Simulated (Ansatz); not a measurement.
**CH2BF3O (SMILES OC(F)B(F)F): HF/def2-SVP**

What is the vertical ionisation energy of CH2BF3O at HF/def2-SVP? 

The calculation is run with Ansatz 0.2.0.

97 further runs of the same task are left out: 97 set aside as unsound or not needed. Runs told in other sessions of the task aren't counted.

### 1 The structure to begin with

CH2BF3O has 8 atoms, charge 0, and is taken as a singlet. As SMILES, `OC(F)B(F)F`. Geometry: relaxed at PBE0-D4/def2-TZVP. This is one conformer, not always the lowest.

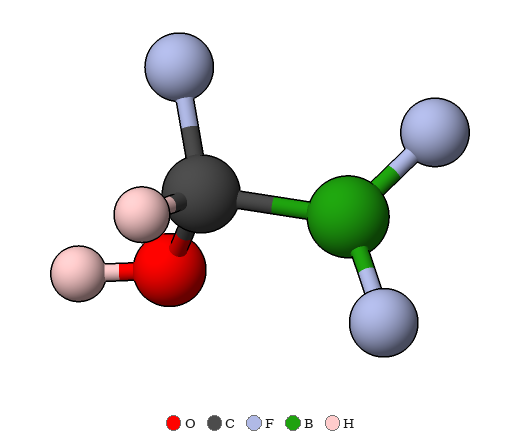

The structure, seen from a chosen angle (oxygen red, carbon dark grey, fluorine light blue, boron green, hydrogen pink).

### 2 A single-point energy at HF/def2-SVP

input.yaml

```yaml
crystal:
  periodic: [false, false, false]
  atoms:
    - {symbol: O, position_ang: [-0.197300, -1.323900, 0.466200]}
    - {symbol: C, position_ang: [0.446500, -0.164100, 0.086400]}
    - {symbol: F, position_ang: [1.166700, 0.362800, 1.146700]}
    - {symbol: B, position_ang: [-0.673500, 0.866000, -0.392200]}
    - {symbol: F, position_ang: [-1.258000, 0.689100, -1.556000]}
    - {symbol: F, position_ang: [-1.023000, 1.898300, 0.333000]}
    - {symbol: H, position_ang: [0.445400, -2.033100, 0.566400]}
    - {symbol: H, position_ang: [1.185400, -0.352200, -0.706200]}
basis:
  gaussian: {orbitals: def2-SVP}
hamiltonian: {xc: hf}
accuracy: high
output: {orbitals: {seedname: orbitals}}
```

Command:

```console
ansatz run input.yaml --threads 1 --pin off --max-ram 3480MiB --events-out events.jsonl --progress --plain --runs-dir runs
```

The program printed:

```text
Warning: RAYON_NUM_THREADS=1 ignored (pool sized by the plan → 1); use --threads N
Functional definition: HF
  name "HF"
  exchange = exact_x
  correlation = 0
2125 factors; integrals over basis functions are off by at most 8.8e-9 eV
mean field evaluation 1: about -11878.7033 eV, gradient 4.3e1 eV
mean field evaluation 2: about -11878.8207 eV, gradient 4.3e1 eV
mean field evaluation 4: about -11882.3615 eV, gradient 3.2e0 eV
mean field evaluation 8: about -11882.4025 eV, gradient 1.2e-1 eV
mean field evaluation 16: about -11882.4026 eV, gradient 1.5e-8 eV
mean field -11882.40261049 eV, -436.6702417538 hartree, gradient 1.5e-8 eV, S^2 0.000000; 0 other end points of the search recorded, 0 dependent functions left out
reference -11882.40261049 eV, -436.6702417538 hartree; 24, 24 occupied and 70, 70 virtual orbitals, 2125 factors
Total energy: -11882.40261049 eV, -436.6702417538 hartree
```

It took 3.3 s on 1 thread of Arm Neoverse V2, shared host; peak memory 0.27 GiB.

### 3 The doublet cation at the same level

Edit input.yaml of step 2 so:

```diff
@@ -13,2 +13,4 @@
   gaussian: {orbitals: def2-SVP}
+total_charge: 1
+magnetization: {spin_polarized: true, initial_magnetization: 1}
 hamiltonian: {xc: hf}
```

Command:

```console
ansatz run input.yaml --threads 1 --pin off --max-ram 3480MiB --events-out events.jsonl --progress --plain --runs-dir runs
```

The program printed:

```text
Warning: RAYON_NUM_THREADS=1 ignored (pool sized by the plan → 1); use --threads N
Functional definition: HF
  name "HF"
  exchange = exact_x
  correlation = 0
2125 factors; integrals over basis functions are off by at most 8.8e-9 eV
mean field evaluation 1: about -11863.1963 eV, gradient 4.2e1 eV
mean field evaluation 2: about -11863.3124 eV, gradient 4.2e1 eV
mean field evaluation 4: about -11869.8149 eV, gradient 2.8e0 eV
mean field evaluation 8: about -11869.9022 eV, gradient 4.6e-1 eV
mean field evaluation 16: about -11870.2415 eV, gradient 2.3e0 eV
mean field evaluation 32: about -11867.5738 eV, gradient 2.3e1 eV
mean field evaluation 64: about -11869.6266 eV, gradient 7.4e-1 eV
mean field evaluation 96: about -11864.6885 eV, gradient 3.8e1 eV
mean field evaluation 128: about -11869.2049 eV, gradient 1.6e1 eV
mean field -11870.97372659 eV, -436.2502380171 hartree, gradient 3.4e-8 eV, S^2 0.760105; 1 other end points of the search recorded, 0 dependent functions left out
reference -11870.97372659 eV, -436.2502380171 hartree; 24, 23 occupied and 70, 71 virtual orbitals, 2125 factors
Total energy: -11870.97372659 eV, -436.2502380171 hartree
```

It took 11 s on 1 thread of Arm Neoverse V2, shared host; peak memory 0.36 GiB.

### 4 What came out

At HF/def2-SVP:

| quantity | value |
| --- | --- |
| singlet CH2BF3O: total energy | -436.67024 Eh |
| singlet CH2BF3O: HOMO energy | -13.59 eV |
| singlet CH2BF3O: LUMO energy | 3.45 eV |
| singlet CH2BF3O: HOMO–LUMO gap | 17.04 eV |
| doublet cation: total energy | -436.25024 Eh |
| doublet cation: HOMO energy (highest over α and β) | -21.04 eV |
| doublet cation: LUMO energy (lowest over α and β) | -8.88 eV |
| doublet cation: ⟨S²⟩ | 0.760 |
| vertical ionisation energy (to the doublet cation) | 11.429 eV |

**Reading.** The vertical ionisation energy comes to 11.43 eV (264 kcal/mol). −ε(HOMO) before ionisation, 13.59 eV, is 2.16 eV above this ionisation energy.
